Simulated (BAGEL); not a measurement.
# A workflow on GaH3 (SMILES [GaH3])

Aim: a single-point energy (HF/cc-pVDZ), then a single-point energy (NEVPT2(2,2)/cc-pVDZ), then the energy (CASPT2(2,2)/cc-pVDZ) of GaH3. 

Program for the calculation: BAGEL 1.2.2.

1 further run of the same task is left out (set aside as unsound or not needed).

### 1 The molecule

GaH3: 4 atoms, total charge 0, spin state singlet. As SMILES, `[GaH3]`. The Ga1–H3 distance was set to 2.509 Å, away from the relaxed value. At this shape a bond of the SMILES string is far longer than usual.

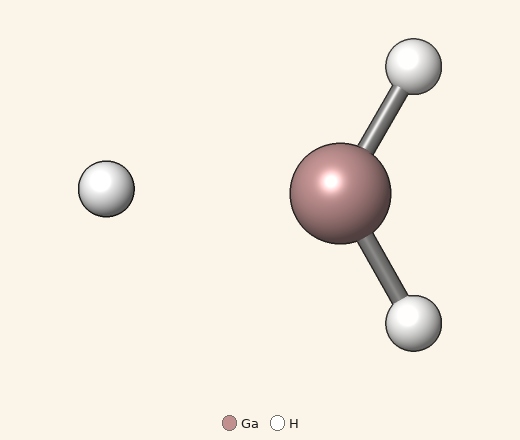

The structure, seen from a chosen angle (gallium pink, hydrogen white).

### 2 The energy at HF/cc-pVDZ (density fitting with svp-jkfit) (run 1)

input.json

```json
{ "bagel" : [

{
  "title" : "molecule",
  "basis" : "cc-pvdz.json",
  "df_basis" : "svp-jkfit",
  "angstrom" : "false",
  "geometry" : [
    { "atom" : "Ga", "xyz" : [  0.66647428,  1.63044814, -0.00291018 ] },
    { "atom" : "H", "xyz" : [  3.00784495,  2.30829290,  1.68329244 ] },
    { "atom" : "H", "xyz" : [ -1.04331779, -2.79263727, -0.01833034 ] },
    { "atom" : "H", "xyz" : [ -0.60304373,  3.71594989, -1.68306568 ] }
  ]
},
{ "title" : "hf" },
{ "title" : "print", "file" : "orbitals.molden", "orbitals" : "true" }

]}
```

The basis set cc-pVDZ is read from a file made from the Basis Set Exchange's data (not shown).

The run is started by

```
$ BAGEL_NUM_THREADS=1 BAGEL input.json > input.out
```

Standard output:

```text
* using 1 threads per process

  ===============================================================
  ===============================================================

  *** Geometry ***

  { "atom" : "Ga", "xyz" : [      0.666474,      1.630448,     -0.002910 ] },
  { "atom" : "H", "xyz" : [      3.007845,      2.308293,      1.683292 ] },
  { "atom" : "H", "xyz" : [     -1.043318,     -2.792637,     -0.018330 ] },
  { "atom" : "H", "xyz" : [     -0.603044,      3.715950,     -1.683066 ] },

  Number of auxiliary basis functions:      320

  Since a DF basis is specified, we compute 2- and 3-index integrals:
    o Being stored without compression. Storage requirement is 0.005 GB

  Number of basis functions:       42
  Number of electrons      :       34

    * METHOD: MOLECULE                             0.08

  *** RHF ***

  === Nuclear Repulsion ===
    27.9478970079

      * DIIS with orbital gradients will be used.

  === RHF iteration (cc-pvdz.json) ===
      0      -1924.81677567          0.00734090           0.01
      1      -1924.83908953          0.00204840           0.01
      2      -1924.84081270          0.00046838           0.01
      3      -1924.84089526          0.00006539           0.01
      4      -1924.84089680          0.00001439           0.01
      5      -1924.84089686          0.00000147           0.01
      6      -1924.84089687          0.00000019           0.01
      7      -1924.84089687          0.00000002           0.01
      8      -1924.84089687          0.00000000           0.01
    * SCF iteration converged.

    * Permanent dipole moment:
           (   -0.342594,    -0.888581,    -0.003950) a.u.

    * METHOD: HF                                   0.20

    * METHOD: PRINT                                0.01

  ===============================================================
```

Wall time 0.4 s (1 thread of Arm Neoverse V1, shared host); peak memory 0.14 GiB.

### 3 The energy at NEVPT2(2,2)/cc-pVDZ (density fitting with svp-jkfit) (run 2)

input.json

```json
{ "bagel": [

{
  "title": "molecule",
  "basis": "cc-pvdz.json",
  "df_basis": "svp-jkfit",
  "angstrom": "false",
  "geometry": [
    { "atom": "Ga", "xyz": [     0.66647428,     1.63044814,    -0.00291018 ] },
    { "atom": "H", "xyz": [     3.00784495,     2.30829290,     1.68329244 ] },
    { "atom": "H", "xyz": [    -1.04331779,    -2.79263727,    -0.01833034 ] },
    { "atom": "H", "xyz": [    -0.60304373,     3.71594989,    -1.68306568 ] }
  ]
},

{
  "title": "hf"
},

{
  "title": "nevpt2",
  "nstate": 1,
  "nact": 2,
  "nclosed": 16,
  "active": [17, 19],
  "maxiter": 200,
  "natocc": "true",
  "ncore": 9
},

{
  "title": "print",
  "file": "orbitals.molden",
  "orbitals": "true"
}

]}
```

The basis set cc-pVDZ is read from a file made from the Basis Set Exchange's data (not shown).

The run is started by

```
$ BAGEL_NUM_THREADS=1 BAGEL input.json > input.out
```

Standard output:

```text
* using 1 threads per process

  ===============================================================
  ===============================================================

  *** Geometry ***

  { "atom" : "Ga", "xyz" : [      0.666474,      1.630448,     -0.002910 ] },
  { "atom" : "H", "xyz" : [      3.007845,      2.308293,      1.683292 ] },
  { "atom" : "H", "xyz" : [     -1.043318,     -2.792637,     -0.018330 ] },
  { "atom" : "H", "xyz" : [     -0.603044,      3.715950,     -1.683066 ] },

  Number of auxiliary basis functions:      320

  Since a DF basis is specified, we compute 2- and 3-index integrals:
    o Being stored without compression. Storage requirement is 0.005 GB

  Number of basis functions:       42
  Number of electrons      :       34

    * METHOD: MOLECULE                             0.08

  *** RHF ***

  === Nuclear Repulsion ===
    27.9478970079

      * DIIS with orbital gradients will be used.

  === RHF iteration (cc-pvdz.json) ===
      0      -1924.81677567          0.00734090           0.01
      1      -1924.83908953          0.00204840           0.01
      2      -1924.84081270          0.00046838           0.01
      3      -1924.84089526          0.00006539           0.01
      4      -1924.84089680          0.00001439           0.01
      5      -1924.84089686          0.00000147           0.01
      6      -1924.84089687          0.00000019           0.01
      7      -1924.84089687          0.00000002           0.01
      8      -1924.84089687          0.00000000           0.01
    * SCF iteration converged.

    * Permanent dipole moment:
           (   -0.342594,    -0.888581,    -0.003950) a.u.

    * METHOD: HF                                   0.21

    * freezing 9 orbitals
  ---------------------------
      CASSCF calculation
  ---------------------------

    ==== Active orbitals : =====
         Orbital 17
         Orbital 19
    ============================

    * nstate   :      1
    * nclosed  :     16
    * nact     :      2
    * nvirt    :     24
  === CASSCF iteration (cc-pvdz.json) ===

    * Using the second-order algorithm

      0  0     -1924.85906133     4.18e-03      0.01

      1  0     -1924.87505408     1.39e-03      0.06

      2  0     -1924.87639874     5.23e-04      0.06

      3  0     -1924.87646811     1.83e-04      0.06

      4  0     -1924.87647380     5.64e-05      0.06

      5  0     -1924.87647431     1.69e-05      0.06

      6  0     -1924.87647436     5.03e-06      0.06

      7  0     -1924.87647436     1.50e-06      0.06

      8  0     -1924.87647436     4.44e-07      0.06

      9  0     -1924.87647436     1.32e-07      0.05

     10  0     -1924.87647436     3.93e-08      0.04

     11  0     -1924.87647436     1.17e-08      0.05

     12  0     -1924.87647436     3.46e-09      0.05

    * Second-order optimization converged. *

     guess   0:   closed 1.                   open ..

  === FCI iteration ===

      0  0     -1924.83828568     6.71e-02      0.00
      1  0     -1924.87615702     5.44e-03      0.00
      2  0 *   -1924.87647436     3.38e-16      0.00

     * ci vector, state   0, <S^2> = 0.0000
       2.     0.9617561242
       .2    -0.2739072060

  === DF-NEVPT2 calculation ===

    * 3-index integral transformation done
    * assembly done

      NEVPT2 correlation energy:   -0.0761865212      0.02

          (+0)     -0.0575688791
          (+0)'    -0.0026346730
          (+1)     -0.0038028862
          (+1)'    -0.0000000000
          (+2)     -0.0002438982
          (-1)     -0.0082393057
          (-1)'     0.0000000000
          (-2)     -0.0036968790

      NEVPT2 total energy:       -1924.9526608812

    * METHOD: NEVPT2                               0.73

    * METHOD: PRINT                                0.01

  ===============================================================
```

It took 1.1 s on 1 thread of Arm Neoverse V1, shared host; peak memory 0.14 GiB.

### 4 A single-point energy at CASPT2(2,2)/cc-pVDZ (density fitting with svp-jkfit) (run 3)

calc.json

```json
{ "bagel": [

{
  "title": "molecule",
  "basis": "cc-pvdz.json",
  "df_basis": "svp-jkfit",
  "geometry": [
    { "atom": "Ga", "xyz": [  0.66647428,  1.63044814, -0.00291018 ] },
    { "atom": "H", "xyz": [  3.00784495,  2.30829290,  1.68329244 ] },
    { "atom": "H", "xyz": [ -1.04331779, -2.79263727, -0.01833034 ] },
    { "atom": "H", "xyz": [ -0.60304373,  3.71594989, -1.68306568 ] }
  ]
},
{ "title": "hf" },
{ "title": "casscf", "nstate": 1, "nact": 2, "nclosed": 16, "active": [17, 19], "maxiter": 200, "natocc": "true" },
{ "title": "print", "file": "orbitals.molden", "orbitals": "true" },
{ "title": "smith", "method": "caspt2", "ms": "true", "xms": "true", "sssr": "true", "shift": 0.2, "shift_imag": "true", "ncore": 9 }

]}
```

The basis set cc-pVDZ is read from a file made from the Basis Set Exchange's data (not shown).

The run is started by

```
$ BAGEL_NUM_THREADS=1 BAGEL calc.json > calc.out
```

Standard output:

```text
* using 1 threads per process

  ===============================================================
  ===============================================================

  *** Geometry ***

  { "atom" : "Ga", "xyz" : [      0.666474,      1.630448,     -0.002910 ] },
  { "atom" : "H", "xyz" : [      3.007845,      2.308293,      1.683292 ] },
  { "atom" : "H", "xyz" : [     -1.043318,     -2.792637,     -0.018330 ] },
  { "atom" : "H", "xyz" : [     -0.603044,      3.715950,     -1.683066 ] },

  Number of auxiliary basis functions:      320

  Since a DF basis is specified, we compute 2- and 3-index integrals:
    o Being stored without compression. Storage requirement is 0.005 GB

  Number of basis functions:       42
  Number of electrons      :       34

    * METHOD: MOLECULE                             0.08

  *** RHF ***

  === Nuclear Repulsion ===
    27.9478970079

      * DIIS with orbital gradients will be used.

[... 6 lines left out ...]
    * SCF iteration converged.
[... 1 line left out ...]
    * Permanent dipole moment:
[... 27 lines left out ...]
    * Second-order optimization converged. *
[... 9 lines left out ...]
     * ci vector, state   0, <S^2> = 0.0000
[... 16 lines left out ...]
    * Zeroth order energy : state  0       -0.5818840564

    * CASPT2 iteration is performed using orthogonal basis

      -------------------------------------------  CASPT2 iteration  ---------------------------------------------------
       #      aibj      arbs      arbi      airj      risj      airs      arst      rist         Etot      error   time
      ------------------------------------------------------------------------------------------------------------------

       0  -0.05738  -0.00453  -0.00843  -0.00417  -0.00038  -0.00236  -0.00000  -0.00000   -0.0772543  0.0009504   0.01
       1  -0.05741  -0.00455  -0.00844  -0.00423  -0.00040  -0.00240   0.00000  -0.00000   -0.0774246  0.0001582   0.01
       2  -0.05742  -0.00455  -0.00844  -0.00423  -0.00040  -0.00240  -0.00000  -0.00000   -0.0774289  0.0000286   0.01
       3  -0.05742  -0.00455  -0.00844  -0.00423  -0.00040  -0.00240  -0.00000  -0.00000   -0.0774290  0.0000049   0.01
       4  -0.05742  -0.00455  -0.00844  -0.00423  -0.00040  -0.00240   0.00000  -0.00000   -0.0774290  0.0000006   0.01

      ------------------------------------------------------------------------------------------------------------------

    * CASPT2 energy : state  0    -1924.9546388543
        w/o shift correction      -1924.9539033900
        reference weight              0.9663427794

    * METHOD: SMITH                                0.08

  ===============================================================
```

Wall time 1.2 s (1 thread of Arm Neoverse V1, shared host); peak memory 0.14 GiB.

### 5 Outcome

| quantity | value |
| --- | --- |
| run 1, HF/cc-pVDZ: total energy | -1924.84090 Eh |
| run 1, HF/cc-pVDZ: dipole moment | 2.42 D |
| run 1, HF/cc-pVDZ: HOMO energy | -9.14 eV |
| run 1, HF/cc-pVDZ: LUMO energy | 0.51 eV |
| run 1, HF/cc-pVDZ: HOMO–LUMO gap | 9.65 eV |
| run 2, NEVPT2(2,2)/cc-pVDZ: total energy | -1924.95266 Eh |
| run 3, CASPT2(2,2)/cc-pVDZ: total energy | -1924.95464 Eh |

One bond (run 1, HF/cc-pVDZ) is far stretched, which a spin-restricted single reference describes badly; a broken-symmetry solution may lie lower.
